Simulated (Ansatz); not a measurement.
Breaking the C3–H4 bond in CH4Sn (SMILES [CH3][SnH]) (multiplicity 1 held, fragments rigid). Energies count from the point at 1.093 Å.
Geometry at that point (charge 0, multiplicity 1):
```csv
atom,x (Å),y (Å),z (Å)
Sn,0.0098,0.2505,0.2452
H,-0.3459,1.4134,-1.0648
C,-0.0133,-1.4564,-1.1581
H,0.7372,-1.2942,-1.9360
H,-0.9867,-1.5032,-1.6533
H,0.1836,-2.4027,-0.6567
```

Restricted levels (R-, RO-) in cc, def2 and unpolarised 6-31G sets keep to the state of the molecule at rest. U- levels take the lowest unrestricted solution at each point, which mixes spins at long bonds. Active spaces are followed from a long bond inwards. Curves can end on different states.

Correlated levels freeze the cores. Filled d and f shells under p-block atoms count as core.

Programs: Ansatz (Gaussian basis) for Hartree–Fock, density functionals and correlated methods. Each number belongs to the level named beside it. In def2 rows elements past Kr take small-core potentials, without spin–orbit coupling.

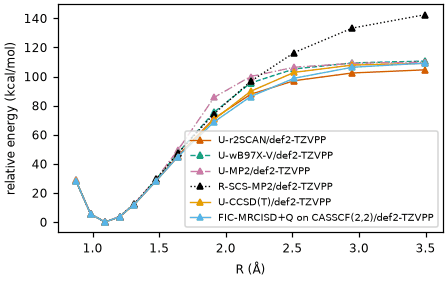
Figure. Relative energy along the coordinate

Doubts at one or more of the structures used: a spin-contaminated determinant (U-r2SCAN/def2-TZVPP, U-wB97X-V/def2-TZVPP, U-MP2/def2-TZVPP, U-CCSD(T)/def2-TZVPP); a restricted determinant that unrestricted orbitals would lower (R-SCS-MP2/def2-TZVPP); T1 above 0.05 (U-CCSD(T)/def2-TZVPP); the program's own flag: large difference (U-CCSD(T)/def2-TZVPP).

Ansatz is a quantum-chemistry and plane-wave program.
